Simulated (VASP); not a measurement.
Given:

```
Pd
1.0
    0.00000     1.95259     1.95259
    1.95259     0.00000     1.95259
    1.95259     1.95259     0.00000
Pd
1
Direct
  0.00000   0.00000   0.00000
```

These are TPSS meta-GGA, VASP's PBE PAW potentials (set 64) (plane waves; VASP 6.6.1) values and carry that method's errors. Settings: 520 eV cut-off, 18×18×18 Γ-centred mesh, tetrahedra with Blöchl corrections, potentials Pd.

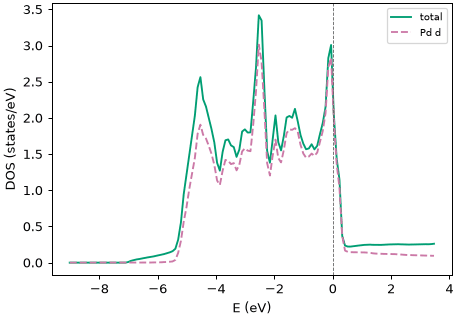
Figure: Total and projected density of states, zero at the Fermi level

Within 2 eV below the Fermi level the largest weight inside VASP's projection spheres is Pd d.

It has no gap at this level: it comes out as a metal or semimetal.

The compound is Pd in the fcc structure. It was relaxed first.
